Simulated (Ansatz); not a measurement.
**F2H2NSi2 (SMILES F[SiH](F)N=[SiH]) (doublet): density, localisation and related maps**

The calculation's input:

```
crystal:
  periodic: [false, false, false]
  atoms:
    - {symbol: F, position_ang: [2.235236, 1.983471, 2.073572]}
    - {symbol: F, position_ang: [2.008769, -0.479507, 1.345287]}
    - {symbol: N, position_ang: [1.356005, 1.453432, -0.424215]}
    - {symbol: Si, position_ang: [1.329292, 0.975603, 1.199695]}
    - {symbol: Si, position_ang: [0.696693, 1.917545, -1.802028]}
    - {symbol: H, position_ang: [-0.009564, 0.915302, 1.820108]}
    - {symbol: H, position_ang: [1.678879, 2.169831, -2.941134]}
basis:
  gaussian: {orbitals: def2-TZVPD}
magnetization: {spin_polarized: true, initial_magnetization: 1}
hamiltonian: {xc: {name: PBE0}}
output: {forces: true, orbitals: {seedname: orbitals}}
```

Command:

```sh
ansatz run input.yaml --threads 2 --pin off --max-ram 4350MiB --events-out events.jsonl --progress --plain --runs-dir runs
```

Geometry: PBE0-D3(BJ)/def2-SVP.

The calculation used Ansatz 0.2.0, isolated molecule in a Gaussian basis; Kohn-Sham density functional theory, functional PBE0.

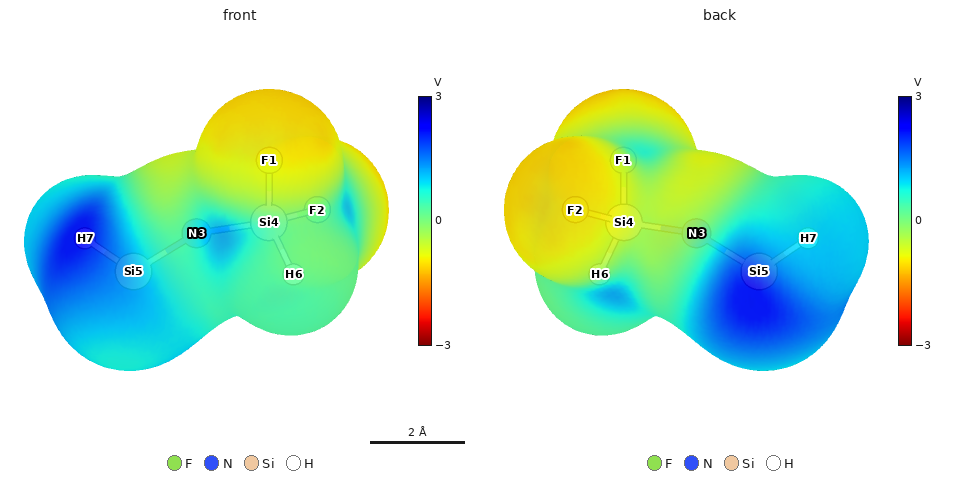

Figure 1. The molecular electrostatic potential painted on the density surface at 0.002 e/bohr³, seen from the front and from behind; the colour scale runs from red (negative) to blue (positive).

**Where is the surface potential most negative and most positive?**

The most negative region (about −1.1 V) lies over F1 and F2, the most positive (about +2.3 V) over Si5.

**How polar is the molecule by this calculation?**

Its dipole moment is 4.30 D.

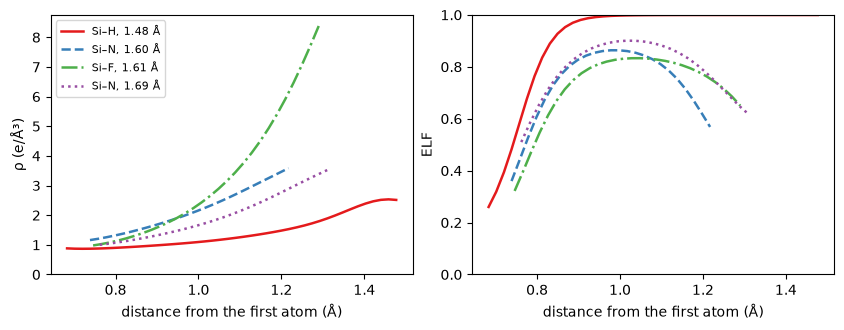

Figure 2. Total electron density and electron localisation function along straight lines between neighbouring atoms. The curves leave out the atomic cores.

**What can be read from the curves?**

Si–H (1.48 Å): ρ at the midpoint is about 0.87 e/Å³; the ELF climbs to about 1 towards the hydrogen, as it does in any bond to H.
Si–N (1.60 Å): ρ is about 1.3 e/Å³ halfway; the ELF peaks at about 0.85 between the atoms: a polar covalent bond.
Si–F (1.61 Å): ρ at the midpoint is about 1.1 e/Å³; the ELF peaks at about 0.85 in the valence shell of F, 0.6 Å from its nucleus, and is about 0.55 at the midpoint.
Si–N (1.69 Å): the density is about 1.2 e/Å³ at the midpoint; the ELF peaks at about 0.90 between the atoms, as expected for a shared but strongly polarised pair.

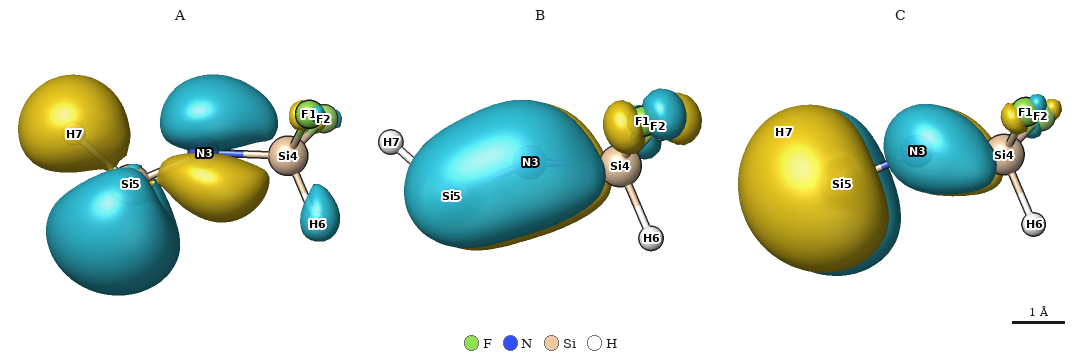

Figure 3. Three frontier orbitals at ±0.08 Å⁻³ᐟ² (yellow and cyan are the two phases), in no order.

**Order the three orbitals by energy and name them. All are α orbitals.**

B is the HOMO−1 (α) (−9.04 eV). It lies mainly on N3 (about 60 %) and Si5 (about 25 %). A is the HOMO (α) (−7.24 eV). Its weight (Hirshfeld) is mainly on Si5 (about 50 %), N3 (about 25 %) and H7 (about 15 %). C is the LUMO (α) (−2.74 eV). It lies mainly on Si5 (about 75 %) and N3 (about 15 %).

**What is the gap between the highest occupied and lowest empty α orbitals?**

4.50 eV between the orbital energies.
